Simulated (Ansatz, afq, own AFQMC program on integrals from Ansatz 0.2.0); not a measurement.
# SiNH2 (quartet): quantum Monte Carlo beside coupled cluster, cc-pVDZ, part 1 of 2

Aim: compute SiNH2 (quartet) with auxiliary-field quantum Monte Carlo on the same integrals as coupled cluster, and set the energies side by side.

Program: Ansatz 0.2.0, Gaussian basis, and an in-house AFQMC program (afq) on its integrals; all values are calculated. Level of theory: cc-pVDZ, frozen cores. These are calculated values, not measurements.

Plan: PBE (unrestricted); r2SCAN (unrestricted); PBE0 (unrestricted); B3LYP (unrestricted); wB97M-V (unrestricted); B2PLYP (unrestricted); CCSD(T) on ROHF; CCSDT(Q) on ROHF; Phaseless AFQMC, CISD trial on ROHF; Phaseless AFQMC, single-determinant trial on ROHF; Free-projection AFQMC, CISD trial on ROHF; CCSD(T) on UHF; CCSDT(Q) on UHF; Phaseless AFQMC, CISD trial on UHF; Phaseless AFQMC, single-determinant trial on UHF; Free-projection AFQMC, CISD trial on UHF.

### Step 1. The system

The geometry is a PBE0/def2-TZVP stationary point (not a proven minimum) of the parent state, kept for this charge and spin.

4 atoms, charge 0, spin multiplicity 4.

Atoms are counted from 1 here; the program's logs count them from 0.

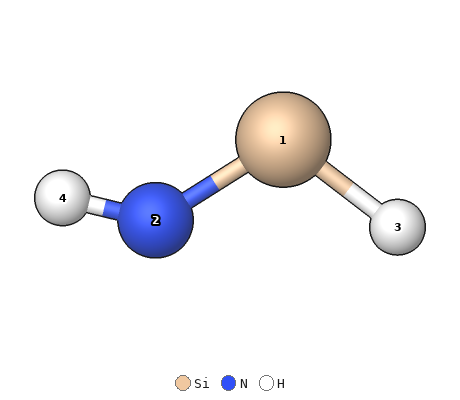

The geometry (silicon light orange, nitrogen blue, hydrogen white); atoms are numbered from 1 in the order of the file.

Coordinates:

```csv
atom,x (Å),y (Å),z (Å)
Si1,0.0000,-0.1221,0.5333
N2,0.0000,0.1881,-1.0305
H3,0.0000,1.1726,1.3200
H4,0.0000,-0.3847,-1.8594
```

### Step 2. PBE (unrestricted)

File in.yaml:

```yaml
crystal:
  periodic: [false, false, false]
  atoms:
    - {symbol: Si, position_ang: [0.000000, -0.122073, 0.533276]}
    - {symbol: N, position_ang: [0.000000, 0.188076, -1.030483]}
    - {symbol: H, position_ang: [0.000000, 1.172580, 1.320024]}
    - {symbol: H, position_ang: [0.000000, -0.384678, -1.859409]}
basis:
  gaussian: {orbitals: cc-pVDZ}
magnetization: {spin_polarized: true, initial_magnetization: 3}
hamiltonian: {xc: {name: PBE}}
output: {orbitals: {seedname: orbitals}}
```

On the command line:

```console
ansatz run in.yaml --threads 1 --pin off --events-out ev --progress --plain --max-ram 1843MiB
```

What it wrote:

```text
Functional definition: PBE
  name "PBE"
  cite "Perdew, Burke & Ernzerhof, Phys. Rev. Lett. 77, 3865 (1996) doi:10.1103/PhysRevLett.77.3865"
  parent pbe
  parameter kappa = 0.804
  parameter beta = 0.06672455060314922
  exchange = pbe_x(kappa = kappa, mu = beta*pi^2/3)
  correlation = pbe_c(beta = beta)
552 factors; their error is unknown
mean field evaluation 1: about -9384.9052 eV, gradient 2.8e1 eV
mean field evaluation 2: about -9373.2440 eV, gradient 5.2e1 eV
mean field evaluation 4: about -9388.4612 eV, gradient 1.6e0 eV
mean field evaluation 8: about -9388.4688 eV, gradient 1.2e-2 eV
mean field evaluation 16: about -9387.5425 eV, gradient 5.7e0 eV
mean field evaluation 32: about -9387.9158 eV, gradient 5.8e0 eV
mean field -9388.46881920 eV, -345.0198653729 hartree, gradient 9.4e-6 eV, S^2 3.754520; 4 other end points of the search recorded, 0 dependent functions left out
reference -9388.46884909 eV, -345.0198664712 hartree; 13, 10 occupied and 29, 32 virtual orbitals, 552 factors
Total energy: -9388.46884909 eV, -345.0198664712 hartree
```

It took 1.6 s on 1 thread of Arm Neoverse V2, shared host; peak memory 0.26 GiB.

From the report: ⟨S²⟩ of the determinant 3.755 (pure quartet: 3.75).

### Step 3. r2SCAN (unrestricted)

in.yaml: that of step 2 with these lines changed.

```diff
@@ -10,3 +10,2 @@
 magnetization: {spin_polarized: true, initial_magnetization: 3}
-hamiltonian: {xc: {name: PBE}}
-output: {orbitals: {seedname: orbitals}}
+hamiltonian: {xc: {name: r2SCAN}}
```

Launched as before.

What it wrote:

```text
Functional definition: r2SCAN
  name "r2SCAN"
  cite "Furness, Kaplan, Ning, Perdew & Sun, J. Phys. Chem. Lett. 11, 8208 (2020) doi:10.1021/acs.jpclett.0c02405"
  cite "Furness, Kaplan, Ning, Perdew & Sun, J. Phys. Chem. Lett. 11, 9248 (2020) doi:10.1021/acs.jpclett.0c03077"
  parent r2scan
  parameter k0 = 0.174
  parameter k1 = 0.065
  parameter a1 = 4.9479
  exchange = r2scan_x(k0 = k0, k1 = k1, a1 = a1)
  correlation = r2scan_c
552 factors; their error is unknown
mean field evaluation 1: about -9390.2556 eV, gradient 2.5e1 eV
mean field evaluation 2: about -9384.2455 eV, gradient 4.1e1 eV
mean field evaluation 4: about -9393.0674 eV, gradient 9.6e-1 eV
mean field evaluation 8: about -9393.0635 eV, gradient 2.1e-2 eV
mean field evaluation 16: about -9393.0635 eV, gradient 1.8e-5 eV
mean field -9393.06345860 eV, -345.1887152565 hartree, gradient 1.9e-5 eV, S^2 3.759799; 1 other end points of the search recorded, 0 dependent functions left out
reference -9393.06346778 eV, -345.1887155938 hartree; 13, 10 occupied and 29, 32 virtual orbitals, 552 factors
Total energy: -9393.06346778 eV, -345.1887155938 hartree
```

Run time: 2.1 s. Hardware: 1 thread of Arm Neoverse V2, shared host; peak memory 0.26 GiB.

From the report: ⟨S²⟩ of the determinant 3.760 (pure quartet: 3.75).

### Step 4. PBE0 (unrestricted)

in.yaml: that of step 3 with these lines changed.

```diff
@@ -10,2 +10,3 @@
 magnetization: {spin_polarized: true, initial_magnetization: 3}
-hamiltonian: {xc: {name: r2SCAN}}
+hamiltonian: {xc: {name: PBE0}}
+output: {orbitals: {seedname: orbitals}}
```

Same command.

What it wrote:

```text
Functional definition: PBE0
  name "PBE0"
  cite "Adamo & Barone, J. Chem. Phys. 110, 6158 (1999) doi:10.1063/1.478522"
  cite "Perdew, Burke & Ernzerhof, Phys. Rev. Lett. 77, 3865 (1996) doi:10.1103/PhysRevLett.77.3865"
  parent pbe
  parameter a = 0.25
  parameter kappa = 0.804
  parameter beta = 0.06672455060314922
  exchange = (1 - a)*pbe_x(kappa = kappa, mu = beta*pi^2/3) + a*exact_x
  correlation = pbe_c(beta = beta)
407 factors; integrals over basis functions are off by at most 1.3e-3 eV
mean field evaluation 1: about -9387.3532 eV, gradient 2.1e1 eV
mean field evaluation 2: about -9385.7624 eV, gradient 2.7e1 eV
mean field evaluation 4: about -9389.3582 eV, gradient 4.7e-1 eV
mean field evaluation 8: about -9389.4435 eV, gradient 4.5e-2 eV
mean field evaluation 16: about -9389.4436 eV, gradient 4.4e-5 eV
mean field -9389.44358185 eV, -345.0556872394 hartree, gradient 1.0e-5 eV, S^2 3.756703; 1 other end points of the search recorded, 0 dependent functions left out
reference -9389.44360396 eV, -345.0556880521 hartree; 13, 10 occupied and 29, 32 virtual orbitals, 407 factors
Total energy: -9389.44360396 eV, -345.0556880521 hartree
```

Wall time 1.1 s (1 thread of Arm Neoverse V2, shared host); peak memory 0.26 GiB.

From the report: ⟨S²⟩ of the determinant 3.757 (pure quartet: 3.75).

### Step 5. B3LYP (unrestricted)

in.yaml: that of step 4 with these lines changed.

```diff
@@ -10,3 +10,2 @@
 magnetization: {spin_polarized: true, initial_magnetization: 3}
-hamiltonian: {xc: {name: PBE0}}
-output: {orbitals: {seedname: orbitals}}
+hamiltonian: {xc: {name: B3LYP}}
```

Same command.

What it wrote, shortened:

```text
Functional definition: B3LYP
  name "B3LYP"
  cite "Stephens, Devlin, Chabalowski & Frisch, J. Phys. Chem. 98, 11623 (1994) doi:10.1021/j100096a001"
  cite "Becke, Phys. Rev. A 38, 3098 (1988) doi:10.1103/PhysRevA.38.3098"
  cite "Lee, Yang & Parr, Phys. Rev. B 37, 785 (1988) doi:10.1103/PhysRevB.37.785"
  cite "Vosko, Wilk & Nusair, Can. J. Phys. 58, 1200 (1980) doi:10.1139/p80-159"
[...]
407 factors; integrals over basis functions are off by at most 1.3e-3 eV
[...]
mean field -9394.93606531 eV, -345.2575322837 hartree, gradient 2.8e-5 eV, S^2 3.756238; 1 other end points of the search recorded, 0 dependent functions left out
reference -9394.93625912 eV, -345.2575394061 hartree; 13, 10 occupied and 29, 32 virtual orbitals, 407 factors
Total energy: -9394.93625912 eV, -345.2575394061 hartree
```

Run time: 1.1 s. Hardware: 1 thread of Arm Neoverse V2, shared host; peak memory 0.26 GiB.

From the report: ⟨S²⟩ of the determinant 3.756 (pure quartet: 3.75).

### Step 6. wB97M-V (unrestricted)

in.yaml: that of step 5 with these lines changed.

```diff
@@ -10,2 +10,3 @@
 magnetization: {spin_polarized: true, initial_magnetization: 3}
-hamiltonian: {xc: {name: B3LYP}}
+hamiltonian: {xc: {name: wB97M-V}}
+output: {orbitals: {seedname: orbitals}}
```

Launched as before.

What it wrote, shortened:

```text
Functional definition: wB97M-V
  name "wB97M-V"
  cite "Mardirossian & Head-Gordon, J. Chem. Phys. 144, 214110 (2016) doi:10.1063/1.4952647"
  cite "Becke, J. Chem. Phys. 107, 8554 (1997) doi:10.1063/1.475007"
  cite "Vydrov & Van Voorhis, J. Chem. Phys. 133, 244103 (2010) doi:10.1063/1.3521275"
  # Of w^i u^j: cxij and so on, Table III.
[...]
  gx(w, u) = 1 - cx + cx01*u + cx10*w
  gss(w, u) = css00 + css04*u^4 + css10*w + css20*w^2 + css43*w^4*u^3
  gos(w, u) = cos00 + cos10*w + (cos20 + cos21*u)*w^2 + (cos60 + cos61*u)*w^6
[...]
      + integral(e_c_pw_mod_opposite_spin*gos(b97_w_opposite, b97_u_opposite)) + vv10(b, c)
407 factors; integrals over basis functions are off by at most 1.3e-3 eV
133 factors; integrals over basis functions are off by at most 8.2e-6 eV
[...]
mean field -9393.00521886 eV, -345.1865749856 hartree, gradient 3.6e-5 eV, S^2 3.755250; 1 other end points of the search recorded, 0 dependent functions left out
reference -9393.00524842 eV, -345.1865760719 hartree; 13, 10 occupied and 29, 32 virtual orbitals, 407 factors
Total energy: -9393.00524842 eV, -345.1865760719 hartree
```

Wall time 4.3 s (1 thread of Arm Neoverse V2, shared host); peak memory 0.26 GiB.

From the report: ⟨S²⟩ of the determinant 3.755 (pure quartet: 3.75).

### Step 7. B2PLYP (unrestricted)

in.yaml: that of step 6 with these lines changed.

```diff
@@ -10,3 +10,3 @@
 magnetization: {spin_polarized: true, initial_magnetization: 3}
-hamiltonian: {xc: {name: wB97M-V}}
-output: {orbitals: {seedname: orbitals}}
+hamiltonian: {xc: {name: B2PLYP}}
+correlation: {electrons: outside_noble_gas}
```

Launched as before.

What it wrote, shortened:

```text
Functional definition: B2PLYP
  name "B2PLYP"
  cite "Grimme, J. Chem. Phys. 124, 034108 (2006) doi:10.1063/1.2148954"
  cite "Becke, Phys. Rev. A 38, 3098 (1988) doi:10.1103/PhysRevA.38.3098"
  cite "Lee, Yang & Parr, Phys. Rev. B 37, 785 (1988) doi:10.1103/PhysRevB.37.785"
[...]
407 factors; integrals over basis functions are off by at most 1.3e-3 eV
[...]
mean field -9387.66360529 eV, -344.9902743075 hartree, gradient 6.8e-6 eV, S^2 3.760672; 2 other end points of the search recorded, 0 dependent functions left out
6 core orbitals not correlated: weight in the atoms' cores, before any rotation towards them, 1.000 or more for the frozen orbitals, at most 0.000 for the correlated occupied ones
reference -9387.66372724 eV, -344.9902787892 hartree; 7, 4 occupied and 29, 32 virtual orbitals, 407 factors
second order -6.52506434 eV of doubles, -0.00000000 eV of singles
Total energy: -9389.42549462 eV, -345.0550225459 hartree
```

It took 1.2 s on 1 thread of Arm Neoverse V2, shared host; peak memory 0.26 GiB.

From the report: ⟨S²⟩ of the determinant 3.761 (pure quartet: 3.75).

### Step 8. CCSD(T) on ROHF

in.yaml: that of step 7 with these lines changed.

```diff
@@ -9,4 +9,3 @@
   gaussian: {orbitals: cc-pVDZ}
-magnetization: {spin_polarized: true, initial_magnetization: 3}
-hamiltonian: {xc: {name: B2PLYP}}
-correlation: {electrons: outside_noble_gas}
+magnetization: {spin_polarized: false, initial_magnetization: 3}
+correlation: {method: ccsd_t, electrons: outside_noble_gas, hamiltonian_folder: ham}
```

Launched as before.

What it wrote, shortened:

```text
Functional definition: HF
  name "HF"
  cite "Fock, Z. Phys. 61, 126 (1930) doi:10.1007/BF01340294"
  parent pbe
[...]
407 factors; integrals over basis functions are off by at most 1.3e-3 eV
[...]
mean field -9371.30340934 eV, -344.3890481958 hartree, gradient 2.7e-6 eV, S^2 3.750000; 6 other end points of the search recorded, 0 dependent functions left out
[...]
determinant -9371.30340934 eV, -344.3890481958 hartree, with singles and doubles -9377.55001946 eV, -344.6186068835 hartree
determinant -9370.68414167 eV, -344.3662905287 hartree, with singles and doubles -9376.85028573 eV, -344.5928921431 hartree
6 core orbitals not correlated: weight in the atoms' cores, before any rotation towards them, 1.000 or more for the frozen orbitals, at most 0.000 for the correlated occupied ones
reference -9371.30340934 eV, -344.3890481958 hartree; 7, 4 occupied and 29, 32 virtual orbitals, 407 factors
second order -5.30086313 eV of doubles, -0.10875500 eV of singles
cycle   1  -6.24675002 eV  change   -1.4e-4 eV  update   8.8e-4
[...]
cycle   7  -6.24713381 eV  change    3.1e-6 eV  update   3.4e-6
perturbative correction -0.14373262 eV, -0.0052820764 hartree
Total energy: -9377.69427577 eV, -344.6239082051 hartree
```

It took 1.5 s on 1 thread of Arm Neoverse V2, shared host; peak memory 0.26 GiB.

From the report: correlation -6.3909 eV; T1 0.028; largest double amplitude 0.03.

This run also writes the integrals to the folder ham.

### Step 9. CCSDT(Q) on ROHF

in.yaml: that of step 8 with these lines changed.

```diff
@@ -10,2 +10,2 @@
 magnetization: {spin_polarized: false, initial_magnetization: 3}
-correlation: {method: ccsd_t, electrons: outside_noble_gas, hamiltonian_folder: ham}
+correlation: {method: ccsdt_q, electrons: outside_noble_gas}
```

Same command.

What it wrote, shortened:

```text
Functional definition: HF
  name "HF"
  cite "Fock, Z. Phys. 61, 126 (1930) doi:10.1007/BF01340294"
  parent pbe
[...]
795 factors; integrals over basis functions are off by at most 2.3e-7 eV
[...]
mean field -9371.30352572 eV, -344.3890524724 hartree, gradient 2.8e-6 eV, S^2 3.750000; 6 other end points of the search recorded, 0 dependent functions left out
[...]
determinant -9371.30352572 eV, -344.3890524724 hartree, with singles and doubles -9377.55012138 eV, -344.6186106288 hartree
determinant -9370.68426360 eV, -344.3662950093 hartree, with singles and doubles -9376.85039039 eV, -344.5928959892 hartree
6 core orbitals not correlated: weight in the atoms' cores, before any rotation towards them, 1.000 or more for the frozen orbitals, at most 0.000 for the correlated occupied ones
reference -9371.30352572 eV, -344.3890524724 hartree; 7, 4 occupied and 29, 32 virtual orbitals, 795 factors
second order -5.30087305 eV of doubles, -0.10875455 eV of singles
cycle   1  -5.96912110 eV  change   -5.6e-1 eV  update   7.1e-2
[...]
cycle  20  -6.41564795 eV  change   -1.8e-7 eV  update   6.1e-7
perturbative correction -0.00968329 eV, -0.0003558543 hartree
Total energy: -9377.72885696 eV, -344.6251790403 hartree
```

Wall time 19 s (1 thread of Arm Neoverse V2, shared host); peak memory 0.39 GiB.

From the report: correlation -6.4253 eV; T1 0.029; largest double amplitude 0.04.

### Step 10. Phaseless AFQMC, CISD trial on ROHF

It reads the integrals that the CCSD(T) run on this determinant wrote.

On the command line:

```console
afq ham --method phaseless --trial cisd --walkers 60 --populations 1 --least-time 40 --time-step 0.005 --steps-per-block 50 --equilibration-blocks 28 --max-blocks 300 --target-error 0.0004 --factor-cut 1e-05 --start spin_pure --seed 3173 --release-times 0.24,0.51,0.99,1.62,2.4 --release-step 0.03 --release-every 4 --taylor-order 6
```

What it wrote:

```text
orbitals 36  electrons 7 4  factors 275 of 407
reference energy -344.38904820 Eh
CCSD correlation -0.22957790 Eh in 11 cycles, weight of the determinant in the CISD state 0.8928
energy of the start -344.618626 Eh
 block  time / (1/Eh)  mean weight  energy / Eh
     1     0.250  0.9997  -344.615877
     2     0.500  1.0016  -344.617671
     3     0.750  1.0006  -344.620799
     4     1.000  1.0030  -344.622717
     5     1.250  1.0009  -344.626088
     6     1.500  1.0001  -344.622611
     7     1.750  0.9974  -344.627911
     8     2.000  0.9993  -344.625237
     9     2.250  1.0018  -344.619246
    10     2.500  1.0001  -344.620677
    11     2.750  0.9991  -344.625137
    16     4.000  1.0005  -344.619344
    21     5.250  0.9986  -344.625863
    26     6.500  0.9987  -344.625259
    31     7.750  1.0007  -344.619794
    36     9.000  0.9994  -344.627438
    41    10.250  0.9999  -344.634364
    46    11.500  1.0024  -344.622461
    51    12.750  1.0001  -344.622366
    56    14.000  1.0018  -344.625552
    61    15.250  1.0007  -344.621486
    66    16.500  1.0001  -344.621508
    71    17.750  0.9986  -344.620235
    76    19.000  0.9986  -344.627573
    81    20.250  1.0007  -344.630141
    86    21.500  1.0012  -344.624965
    91    22.750  1.0002  -344.628042
    96    24.000  0.9998  -344.622212
   101    25.250  1.0000  -344.618887
   106    26.500  1.0004  -344.623364
   111    27.750  0.9957  -344.629902
   116    29.000  0.9997  -344.627569
   121    30.250  0.9997  -344.622869
   126    31.500  0.9990  -344.620391
   131    32.750  1.0006  -344.624380
   136    34.000  0.9996  -344.619177
   141    35.250  1.0003  -344.621498
   146    36.500  0.9997  -344.621105
   151    37.750  1.0002  -344.622949
   156    39.000  1.0011  -344.623831
   161    40.250  1.0014  -344.621030
   166    41.500  0.9982  -344.620743
   171    42.750  1.0021  -344.622697
   176    44.000  1.0003  -344.629674
   181    45.250  0.9984  -344.625301
   186    46.500  0.9986  -344.621125
   191    47.750  1.0014  -344.620999
   196    49.000  1.0018  -344.620750
   201    50.250  0.9994  -344.625901
   206    51.500  1.0005  -344.622568
   211    52.750  1.0016  -344.623923
   216    54.000  0.9996  -344.625727
   221    55.250  1.0013  -344.628071
   226    56.500  1.0010  -344.626944
   231    57.750  1.0020  -344.622946
   236    59.000  1.0002  -344.625993
blocks merged  error / Eh  count
     1  0.000297  210
     2  0.000337  105
     4  0.000376  52
     8  0.000386  26
    16  0.000414  13
released: time / (1/Eh)  energy / Eh  error  mean overlap
  0.24  -344.624555  0.000394  1.0009
  0.51  -344.624907  0.000496  1.0066
  0.99  -344.625184  0.000425  0.9955
  1.62  -344.625099  0.000488  1.0223
  2.40  -344.625332  0.000586  0.9874
energy -344.624320 +/- 0.000386 Eh
```

It took 6 min on 1 thread of Arm Neoverse V2, shared host; peak memory 0.26 GiB.

Energy -9377.7055 ± 0.0105 eV. Caveats: constraint bias not in the error.

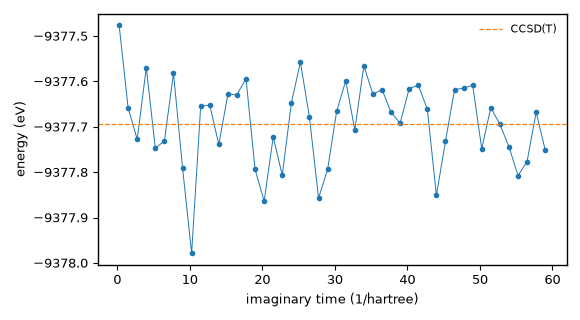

Block energies along the walk.

### Step 11. Phaseless AFQMC, single-determinant trial on ROHF

It reads the integrals that the CCSD(T) run on this determinant wrote.

On the command line:

```console
afq ham --method phaseless --trial hf --walkers 120 --populations 1 --least-time 40 --time-step 0.005 --steps-per-block 20 --equilibration-blocks 112 --max-blocks 600 --target-error 0.0012000000000000001 --factor-cut 1e-05 --start spin_pure --seed 741 --taylor-order 6
```

What it wrote:

```text
orbitals 36  electrons 7 4  factors 275 of 407
reference energy -344.38904820 Eh
CCSD correlation -0.22957790 Eh in 11 cycles, weight of the determinant in the CISD state 0.8928
energy of the start -344.389050 Eh
 block  time / (1/Eh)  mean weight  energy / Eh
     1     0.100  1.0022  -344.446812
     2     0.200  1.0006  -344.490123
     3     0.300  1.0017  -344.510517
     4     0.400  1.0004  -344.527917
     5     0.500  0.9997  -344.562968
     6     0.600  1.0024  -344.579332
     7     0.700  1.0019  -344.585741
     8     0.800  1.0007  -344.587746
     9     0.900  1.0006  -344.582542
    10     1.000  0.9999  -344.580498
    18     1.800  1.0012  -344.605233
    35     3.500  1.0010  -344.611262
    52     5.200  0.9992  -344.619718
    69     6.900  1.0002  -344.655628
    86     8.600  1.0017  -344.601496
   103    10.300  0.9996  -344.599646
   120    12.000  0.9993  -344.616590
   137    13.700  1.0003  -344.634663
   154    15.400  1.0024  -344.615954
   171    17.100  0.9991  -344.642500
   188    18.800  0.9993  -344.599132
   205    20.500  1.0012  -344.652083
   222    22.200  0.9984  -344.651434
   239    23.900  1.0000  -344.626816
   256    25.600  1.0014  -344.633271
   273    27.300  1.0005  -344.655401
   290    29.000  1.0020  -344.602285
   307    30.700  1.0020  -344.623425
   324    32.400  1.0005  -344.604135
   341    34.100  0.9997  -344.618723
   358    35.800  0.9977  -344.647780
   375    37.500  1.0012  -344.647116
   392    39.200  1.0006  -344.682499
   409    40.900  1.0008  -344.637100
   426    42.600  1.0014  -344.622502
   443    44.300  1.0001  -344.643066
   460    46.000  0.9987  -344.623214
   477    47.700  1.0009  -344.582616
   494    49.400  1.0010  -344.665116
   511    51.100  1.0010  -344.627160
   528    52.800  0.9988  -344.631928
   545    54.500  0.9987  -344.637399
   562    56.200  1.0003  -344.612376
   579    57.900  0.9993  -344.635486
   596    59.600  1.0005  -344.645056
   613    61.300  1.0011  -344.637920
   630    63.000  0.9987  -344.641211
   647    64.700  0.9996  -344.619797
   664    66.400  0.9991  -344.653288
   681    68.100  0.9997  -344.605999
   698    69.800  0.9990  -344.611125
blocks merged  error / Eh  count
     1  0.000742  600
     2  0.000977  300
     4  0.001272  150
     8  0.001580  75
    16  0.001916  37
    32  0.002151  18
    64  0.002387  9
energy -344.627668 +/- 0.002151 Eh
```

Run time: 3.7 min. Hardware: 1 thread of Arm Neoverse V2, shared host; peak memory 0.26 GiB.

Energy -9377.7966 ± 0.0585 eV. Caveats: constraint bias not in the error; error above the target.

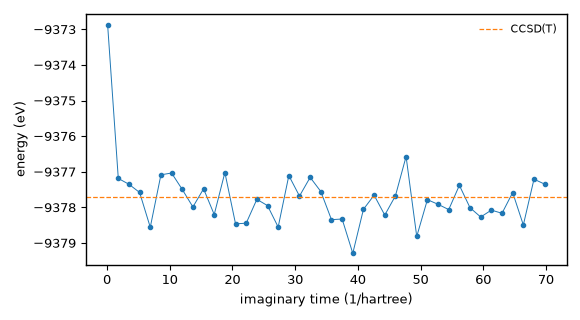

Block energies along the walk.

### Step 12. Free-projection AFQMC, CISD trial on ROHF

It reads the integrals that the CCSD(T) run on this determinant wrote.

On the command line:

```console
afq ham --method free --trial cisd --walkers 60 --time-step 0.03 --max-blocks 80 --target-error 0.0004 --factor-cut 1e-05 --seed 6990 --times 0,0.21,0.42,0.81,1.2,1.8,2.4,3 --taylor-order 8
```

What it wrote:

```text
orbitals 36  electrons 7 4  factors 275 of 407
reference energy -344.38904820 Eh
CCSD correlation -0.22957790 Eh in 11 cycles, weight of the determinant in the CISD state 0.8928
repeat  energy at the last time / Eh  error
    10  -344.625887  0.001712
    20  -344.625447  0.001000
    30  -344.625691  0.000808
    40  -344.625906  0.000700
    50  -344.625742  0.000605
    60  -344.625515  0.000536
    70  -344.625541  0.000508
    80  -344.625273  0.000463
time / (1/Eh)  energy / Eh  error  mean overlap
  0.00  -344.618903  0.000178  1.1207
  0.21  -344.621873  0.000210  1.1224
  0.42  -344.623427  0.000229  1.1192
  0.81  -344.624372  0.000224  1.1121
  1.20  -344.624638  0.000264  1.1067
  1.80  -344.624494  0.000252  1.1211
  2.40  -344.625151  0.000331  1.1037
  3.00  -344.625273  0.000463  1.1186
energy -344.625273 +/- 0.000463 Eh
```

Run time: 6.2 min. Hardware: 1 thread of Arm Neoverse V2, shared host; peak memory 0.26 GiB.

Energy -9377.7314 ± 0.0126 eV. Caveats: remainder of the start not in the error.

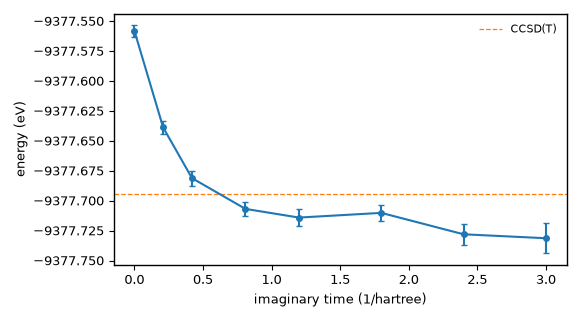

Energy against projection time, with error bars.

(Continued in part 2 of 2.)
